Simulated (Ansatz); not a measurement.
**Run report: C₆H₁₂O₂, single-point calculation**

C₆H₁₂O₂, SMILES CCCCC(=O)OC, computed with RKS PBE0-D4/def2-TZVPP (Ansatz 0.2.0).

The geometry comes from this level: PBE0-D4/def2-TZVP.

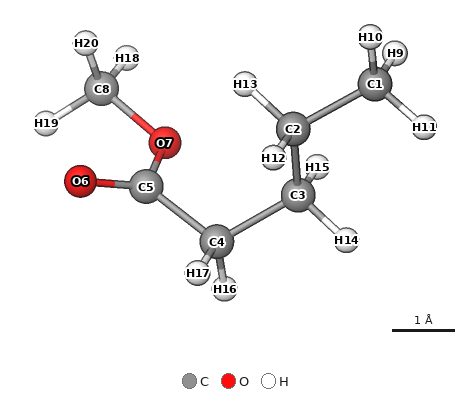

Figure 1. The input geometry (ball-and-stick view, seen at a tilt; atoms are numbered from 1 in the order of the input). Bond lengths as drawn: C–C 1.50 to 1.53 Å, C–H 1.09 to 1.10 Å and C–O 1.20 to 1.42 Å.

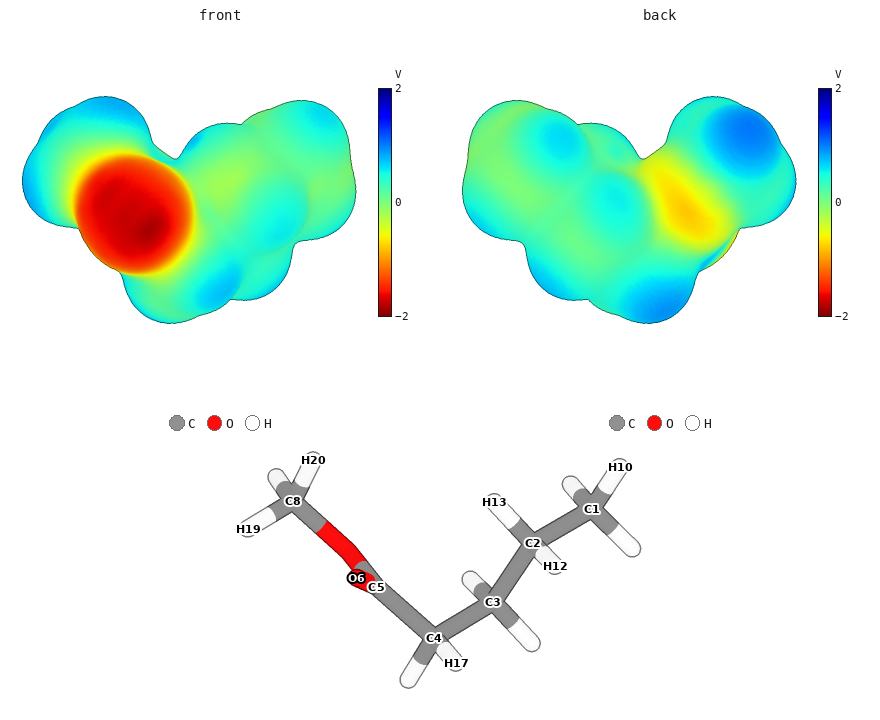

Figure 2. The electrostatic potential painted on the density surface at 0.002 e/bohr³, seen at a tilt and from behind; red is negative and blue positive. The bare structure is drawn below in the same view.

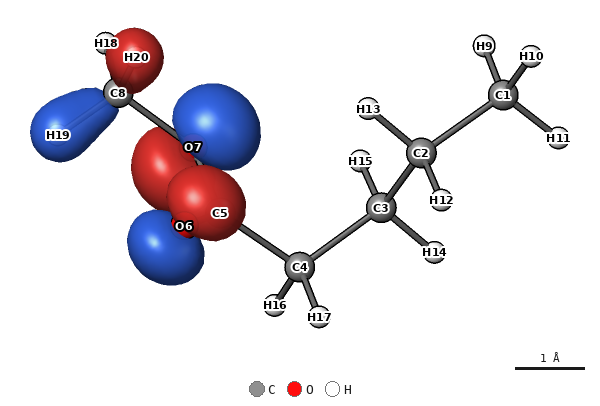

Figure 3. One frontier orbital at ±0.2 Å⁻³ᐟ² (red and blue are the two phases), seen face on. The HOMO−1, at −8.73 eV.

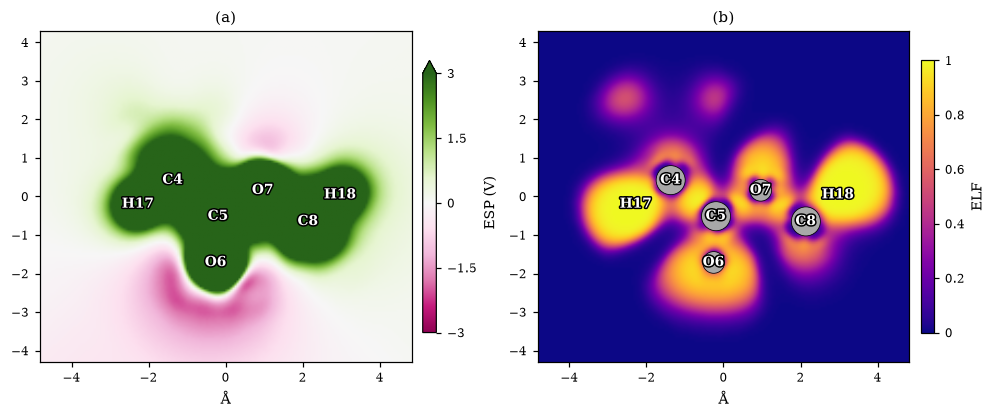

Figure 4. (a) molecular electrostatic potential; (b) ELF on the plane of atoms C5, O7 and C8. Grey discs, where drawn, cover atomic cores. Atoms in the plane: C, O and H. C–O (1.20 Å): the ELF peaks at about 0.85 between the atoms; a multiple bond by its length, whose ELF region spreads away from the axis. C–C (1.50 Å): the ELF peaks at about 1 between the atoms, as expected for localised, shared-pair bonding. C–H (1.09 Å): the ELF climbs to about 1 towards the hydrogen, as it does in any bond to H (a covalent bond by its length). C–O (1.34 Å): the ELF peaks at about 0.90 between the atoms (a shared but strongly polarised pair).

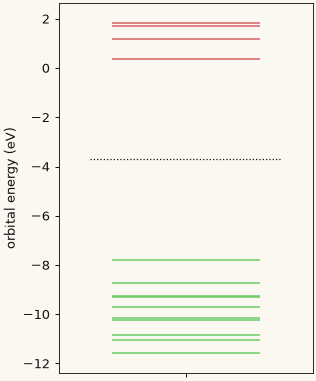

Figure 5. Orbital energies near the frontier; the dotted line parts filled from empty levels, and levels within 0.02 eV of each other stand side by side. Highest filled −7.81 eV, lowest empty 0.38 eV, 8.19 eV apart.

These pictures come from the run below.

Input
```yaml
crystal:
  periodic: [false, false, false]
  atoms:
    - {symbol: C, position_ang: [2.414882, -1.464157, 0.293601]}
    - {symbol: C, position_ang: [1.160569, -0.743680, 0.754717]}
    - {symbol: C, position_ang: [-0.099590, -1.287013, 0.101047]}
    - {symbol: C, position_ang: [-1.370259, -0.584514, 0.567520]}
    - {symbol: C, position_ang: [-1.382763, 0.889807, 0.272365]}
    - {symbol: O, position_ang: [-1.559701, 1.762370, 1.079480]}
    - {symbol: O, position_ang: [-1.174659, 1.130244, -1.031340]}
    - {symbol: C, position_ang: [-1.168075, 2.503640, -1.402300]}
    - {symbol: H, position_ang: [2.547269, -1.370364, -0.787899]}
    - {symbol: H, position_ang: [3.308697, -1.060472, 0.774110]}
    - {symbol: H, position_ang: [2.365195, -2.531438, 0.527475]}
    - {symbol: H, position_ang: [1.065695, -0.821110, 1.843737]}
    - {symbol: H, position_ang: [1.252209, 0.326614, 0.536784]}
    - {symbol: H, position_ang: [-0.193487, -2.355462, 0.322552]}
    - {symbol: H, position_ang: [-0.016664, -1.200279, -0.986362]}
    - {symbol: H, position_ang: [-2.240749, -1.027360, 0.072957]}
    - {symbol: H, position_ang: [-1.507066, -0.691572, 1.644539]}
    - {symbol: H, position_ang: [-0.981131, 2.522441, -2.473909]}
    - {symbol: H, position_ang: [-2.128293, 2.968884, -1.174277]}
    - {symbol: H, position_ang: [-0.383779, 3.042622, -0.868499]}
basis:
  gaussian: {orbitals: def2-TZVPP}
hamiltonian: {xc: pbe0, dispersion: d4}
output: {orbitals: {seedname: orbitals}}
```

Run as:
```bash
ansatz run in.yaml --threads 2 --pin off --events-out ev --progress --plain --max-ram 32768MiB --backend cuda --devices 0, --max-vram 18GiB
```

Output
```
Functional definition: PBE0
  name "PBE0"
  cite "Adamo & Barone, J. Chem. Phys. 110, 6158 (1999) doi:10.1063/1.478522"
  cite "Perdew, Burke & Ernzerhof, Phys. Rev. Lett. 77, 3865 (1996) doi:10.1103/PhysRevLett.77.3865"
  parent pbe
  parameter a = 0.25
  parameter kappa = 0.804
  parameter beta = 0.06672455060314922
  exchange = (1 - a)*pbe_x(kappa = kappa, mu = beta*pi^2/3) + a*exact_x
  correlation = pbe_c(beta = beta)
2090 factors; their error is unknown
mean field evaluation 1: about -10490.4277 eV, gradient 8.1e1 eV
mean field evaluation 2: about -10484.5318 eV, gradient 9.7e1 eV
mean field evaluation 4: about -10504.3565 eV, gradient 7.3e0 eV
mean field evaluation 8: about -10504.4512 eV, gradient 2.0e-1 eV
mean field evaluation 16: about -10504.4362 eV, gradient 4.7e-4 eV
mean field -10504.43624979 eV, -386.0309120171 hartree, gradient 4.0e-5 eV, S^2 0.000000; 0 other end points of the search recorded, 0 dependent functions left out
reference -10504.43629066 eV, -386.0309135191 hartree; 32, 32 occupied and 384, 384 virtual orbitals, 2090 factors
Total energy: -10504.78776476 eV, -386.0438299539 hartree
```

Results in brief

- outcome: converged
- total energy: −10504.7878 eV
- mean-field energy: −10504.4363 eV
- dispersion energy: −0.3515 eV
- SCF solution under orbital rotations: stable
- HOMO: −7.81 eV
- LUMO: 0.38 eV
- hardware: 2 CPU threads, shared host
- wall time: 11 s (CPU time 5.8 s; the host was busy)
- peak memory: 0.9 GiB
